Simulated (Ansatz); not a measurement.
System: OsBrCl (slab), 3 atoms in the cell, 2H monolayer (Janus) type.

```xyz
3
Lattice="3.5407 0.0000 0.0000 -1.7703 3.0663 0.0000 0.0000 0.0000 30.3613" Properties=species:S:1:pos:R:3 pbc="T T T"
Os    0.0000    2.0442    8.7984
Cl    1.7703    1.0221   10.6394
Br    1.7703    1.0221    7.5622
```

Computed with Ansatz: DFT, PBE, plane waves, PAW, no spin polarisation, 12×12×1 k mesh, Fermi-Dirac smearing of 0.02 eV.

Predict the main features of the band structure. The path is Γ–M–K–Γ.

The material is gapped. The gap along this path is 0.35 eV and indirect, from the valence-band top at K to the conduction-band bottom at M; the smallest direct gap is 0.76 eV, between M and K. The top valence level at K is a single band, not degenerate (spin aside). The top valence band spans 0.9 eV and the lowest conduction band 0.5 eV. The direct gaps are 1.65 eV at Γ, 0.92 eV at M and 0.89 eV at K.

Spin-orbit coupling is left out, which matters for Os.

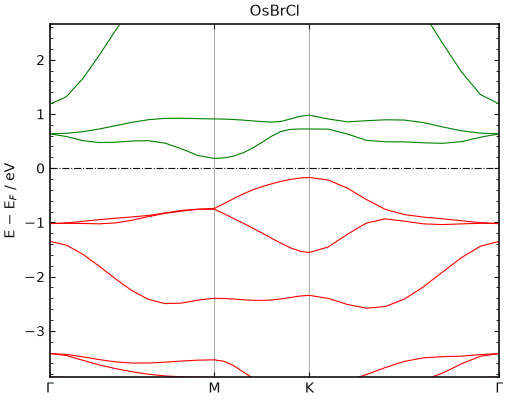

Band structure. Energies are counted from the Fermi level.
